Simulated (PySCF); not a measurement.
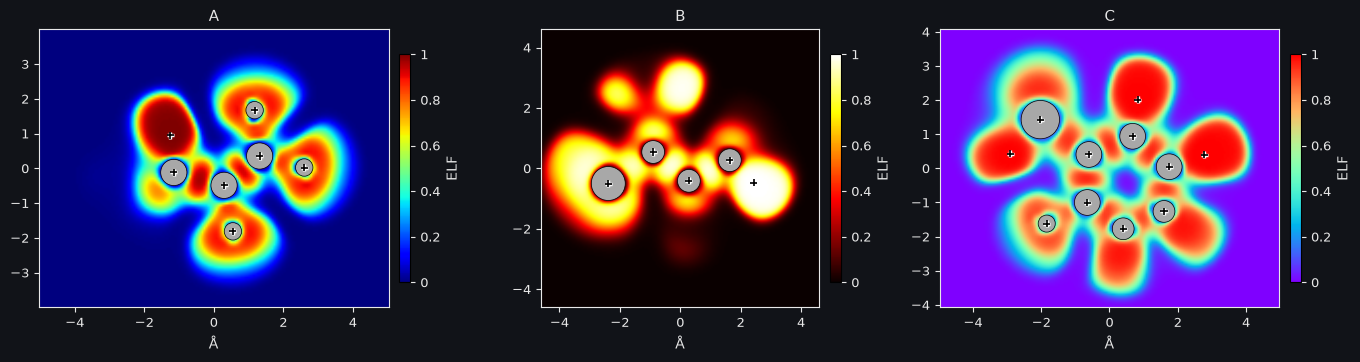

The electron localisation function of 3 systems, each on a plane through atoms (crosses mark nuclei in the plane; grey discs cover the cores).

Computed with B3LYP/def2-SVPD, SCF density, gas phase in PySCF 2.14.0.

System 1: C$_{5}$H$_{10}$S$_{2}$, the plane of atoms C6, C7 and H16. Geometry: GFN2-xTB.

```xyz
17

C    -1.3382   -0.7819    0.5617
C    -0.5926   -0.3291   -0.6822
S     0.4334   -1.6781   -1.3718
C     1.7054   -1.5415   -0.0911
S     1.8044    0.1826    0.5063
C     0.3701    0.8304   -0.4555
C    -0.2422    2.0176    0.2665
H    -0.6518   -0.9003    1.3975
H    -2.0969   -0.0516    0.8336
H    -1.8286   -1.7345    0.3741
H    -1.2966   -0.0735   -1.4784
H     2.6608   -1.8304   -0.5235
H     1.4600   -2.1899    0.7491
H     0.7733    1.1494   -1.4220
H    -1.1280    2.3593   -0.2654
H     0.4766    2.8319    0.3075
H    -0.5161    1.7515    1.2838
```

System 2: C$_{5}$H$_{7}$F$_{3}$O (SMILES COCCC(F)=C(F)F), the plane of atoms C5, C7 and F8. Geometry: GFN2-xTB.

```xyz
16

C    -2.2668    0.9610    0.1438
O    -1.0333    0.5014   -0.3458
C    -0.6828   -0.7685    0.1471
C     0.6885   -1.1424   -0.4263
C     1.7312   -0.2010    0.0784
F     2.0038   -0.2970    1.3955
C     2.3571    0.7260   -0.6333
F     3.2642    1.5783   -0.1776
F     2.1738    0.8897   -1.9372
H    -3.0843    0.2883   -0.1440
H    -2.4299    1.9413   -0.2980
H    -2.2518    1.0490    1.2371
H    -0.6405   -0.7538    1.2475
H    -1.4274   -1.5200   -0.1591
H     0.9381   -2.1577   -0.1133
H     0.6525   -1.0857   -1.5130
```

System 3: C$_{4}$H$_{3}$FN$_{2}$S (SMILES Fc1nnccc1S), the molecular plane. Geometry: GFN2-xTB.

```xyz
11

F     1.3578   -1.7419    1.0569
C     0.3717   -0.9448    0.6242
N    -0.8329   -1.2521    1.0139
N    -1.8526   -0.5375    0.6444
C    -1.6676    0.5101   -0.1338
C    -0.4143    0.9056   -0.5937
C     0.6832    0.1493   -0.2044
S     2.3080    0.5499   -0.7199
H    -2.5609    1.0550   -0.4001
H    -0.2896    1.7670   -1.2307
H     2.9028   -0.4580   -0.0827
```

Q: Which map belongs to which system?

A: Panel A is system 2, C$_{5}$H$_{7}$F$_{3}$O: the plane holds C, F and H. C–F (1.33 Å): the ELF peaks at about 0.85 between the atoms (a polar covalent bond). Panel B is system 1, C$_{5}$H$_{10}$S$_{2}$: the plane holds C, S and H. C–C (1.52 Å): the ELF peaks at about 0.95 between the atoms, as expected for a shared electron pair. Panel C is system 3, C$_{4}$H$_{3}$FN$_{2}$S: the plane holds F, C, N, S and H. N–N (1.30 Å): the ELF peaks at about 0.90 between the atoms; a covalent bond.
